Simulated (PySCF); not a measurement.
# C4H7ClO2Si (SMILES O=COC/C=C\[SiH2]Cl): what the fields show

```json
{"atom": "O", "x (Å)": "-0.8536", "y (Å)": "1.6462", "z (Å)": "-0.5533"}
{"atom": "C", "x (Å)": "-1.9081", "y (Å)": "1.1238", "z (Å)": "-0.3419"}
{"atom": "O", "x (Å)": "-2.1371", "y (Å)": "0.0657", "z (Å)": "0.4081"}
{"atom": "C", "x (Å)": "-0.9886", "y (Å)": "-0.5518", "z (Å)": "1.0223"}
{"atom": "C", "x (Å)": "-0.2187", "y (Å)": "-1.3431", "z (Å)": "0.0092"}
{"atom": "C", "x (Å)": "0.9506", "y (Å)": "-0.9939", "z (Å)": "-0.5067"}
{"atom": "Si", "x (Å)": "2.0177", "y (Å)": "0.5276", "z (Å)": "-0.1619"}
{"atom": "Cl", "x (Å)": "2.3428", "y (Å)": "1.4024", "z (Å)": "-1.9421"}
{"atom": "H", "x (Å)": "-2.8692", "y (Å)": "1.4812", "z (Å)": "-0.7509"}
{"atom": "H", "x (Å)": "-0.3642", "y (Å)": "0.2233", "z (Å)": "1.4714"}
{"atom": "H", "x (Å)": "-1.4051", "y (Å)": "-1.2004", "z (Å)": "1.7960"}
{"atom": "H", "x (Å)": "-0.7326", "y (Å)": "-2.2354", "z (Å)": "-0.3309"}
{"atom": "H", "x (Å)": "1.3654", "y (Å)": "-1.6609", "z (Å)": "-1.2555"}
{"atom": "H", "x (Å)": "3.2970", "y (Å)": "0.0118", "z (Å)": "0.3390"}
{"atom": "H", "x (Å)": "1.4993", "y (Å)": "1.5113", "z (Å)": "0.7754"}
```

Geometry: GFN2-xTB.

The calculation used PBE0/pcSseg-1, SCF density, gas phase, non-relativistic in PySCF.

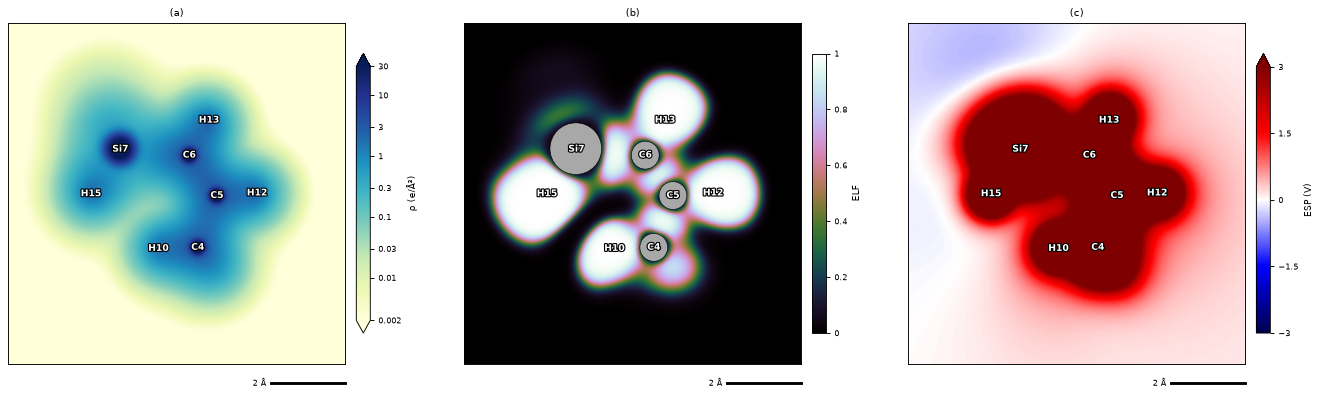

Figure 1. (a) electron density; (b) electron localisation function; (c) electrostatic potential on the plane of atoms C5, C6 and H13. Grey discs cover the atomic cores in the ELF map.

Read the bonding off the picture.

Answer.
- Atoms in the plane: C, Si and H.
- C–C (1.32 Å): ρ at the midpoint is about 2.3 e/Å³; the ELF peaks at about 0.90 between the atoms: a multiple bond.
- C–Si (1.89 Å): ρ at the midpoint is about 0.93 e/Å³; the ELF peaks at about 0.95 between the atoms: localised, covalent bonding.
- C–H (1.08 Å): ρ is about 2 e/Å³ halfway; the ELF climbs to about 1 towards the hydrogen, as it does in any bond to H: a covalent bond by its length.
- C–C (1.50 Å): ρ at the midpoint is about 1.8 e/Å³; the ELF peaks at about 0.95 between the atoms (a shared electron pair).
- Outside the dense part of the molecule the potential is most negative (−0.4 V) near Cl8, which lies off the plane.

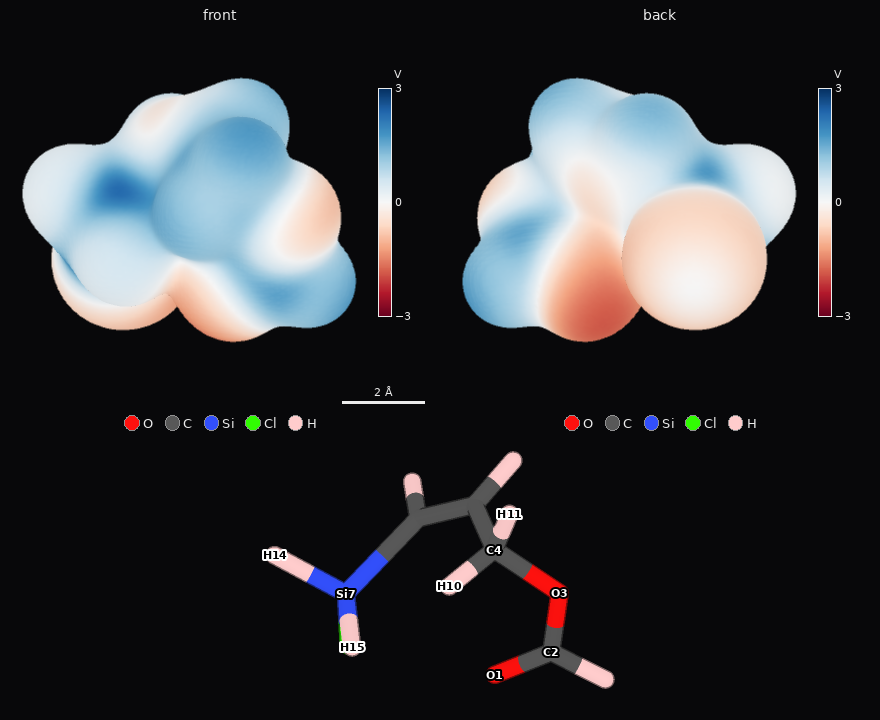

Figure 2. The molecular electrostatic potential painted on the density surface at 0.004 e/bohr³, seen from the front and from behind; the colour scale runs from red (negative) to blue (positive). The bare structure is drawn below in the same view.

Which sites attract a positive test charge, and which a negative one?

Answer. A positive charge is drawn to the negative regions and a negative charge to the positive ones. The most negative region (about −1.8 V) lies over O1, the most positive (about +2.0 V) over Si7. O1 is the likeliest acceptor of a hydrogen bond.
